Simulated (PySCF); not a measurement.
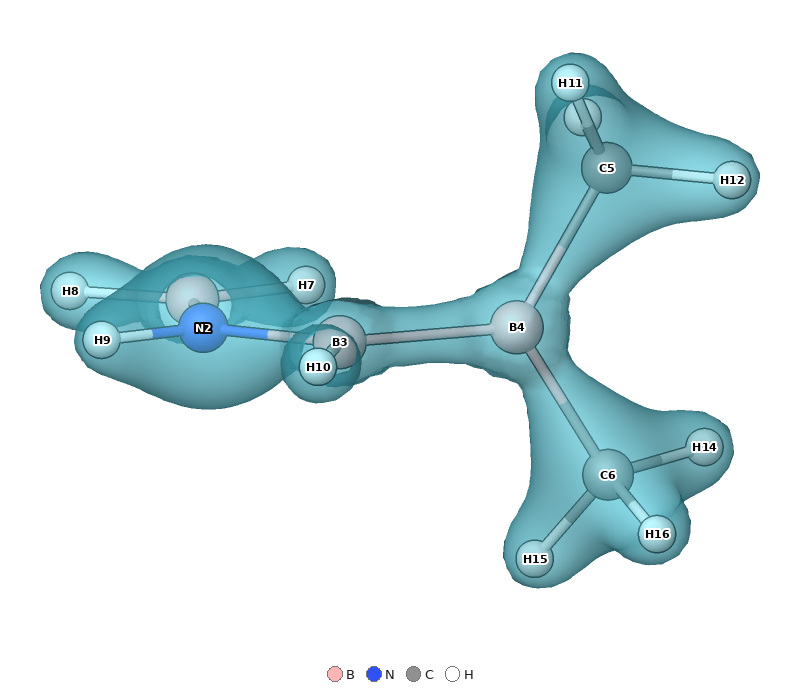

Figure 1: C2H10B3N (SMILES BNBB(C)C). Isosurface of the total electron density at 1 e/Å³ (cyan), seen across its widest extent.

Geometry: GFN2-xTB.

Theory: wB97X-D/def2-SVPD, SCF density, gas phase in PySCF.

```xyz
16

B     2.4280   -0.1532   -0.3289
N     1.8181    0.4669    0.7724
B     0.4254    0.6137    1.0363
B    -0.7547    0.0462    0.0208
C    -1.3776   -1.4045    0.1642
C    -1.3653    0.9554   -1.1268
H     1.7524   -0.6226   -1.1607
H     3.5993   -0.1902   -0.3986
H     2.4465    0.8604    1.4620
H     0.1645    1.1848    2.0399
H    -1.3176   -1.8232    1.1664
H    -2.4116   -1.4703   -0.1701
H    -0.8002   -2.0679   -0.4817
H    -1.8811    0.3941   -1.9033
H    -0.6294    1.5992   -1.6045
H    -2.1043    1.6201   -0.6769
```

Q: What does this surface tell about the bonding?

A: At this value the surface is in one piece. It bridges the sampled B–N (1.40 Å), C–B (1.59 Å), B–B (1.66 Å) and N–H (1.01 Å) contacts, where the density stays above the isovalue. On the grid the lowest density along these lines, outside the cores, is 1.5 e/Å³ (B–N, 1.40 Å), 1.2 e/Å³ (C–B, 1.59 Å), 1.2 e/Å³ (B–B, 1.66 Å) and 2.3 e/Å³ (N–H, 1.01 Å).
